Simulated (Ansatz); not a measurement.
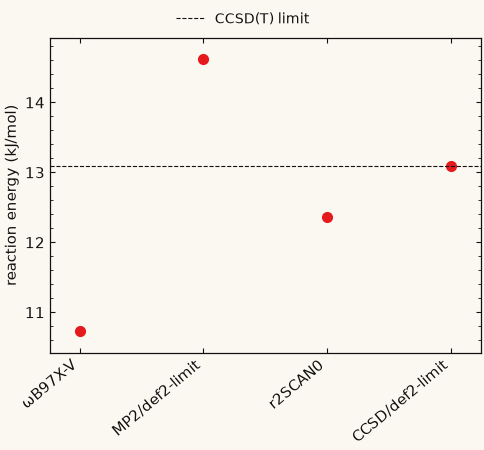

Electronic reaction energy of GaBr₃ ([Br][Ga]([Br])[Br]) + HCl (Cl) → GaBr₂Cl ([Cl][Ga]([Br])[Br]) + HBr (Br) (SMILES in brackets) at several levels (functionals in def2-TZVPP unless a basis is named), isolated molecules at PBE0-D4 triple-zeta geometries, minima by their frequencies, no zero-point or thermal terms, the Ansatz code 0.2.0. The line is frozen-core CCSD(T) at the basis limit (MP2 extrapolated from triple and quadruple zeta, plus CCSD(T) less MP2 in a smaller set). No dispersion term is added to r2SCAN0.

Question: What do zero-point energy and temperature add?

Answer: Zero-point change −1.0 kJ/mol; at 298.15 K and 1 bar the CCSD(T) limit plus thermal terms gives an enthalpy of reaction of 11.6 and a free energy of 8.8 kJ/mol (harmonic PBE0-D4 modes, ideal gas).

Question: Give the values.

Answer:
```tsv
level	kJ/mol	less CCSD(T) limit
ωB97X-V	10.7	−2.4
MP2/def2-limit	14.6	1.5
r2SCAN0	12.4	−0.7
CCSD/def2-limit	13.1	0.0
CCSD(T) limit	13.1	0.0
```

Caveats: no scalar relativity up to krypton; outer-core shells are correlated without core-valence functions, which makes the correlated values less sure.
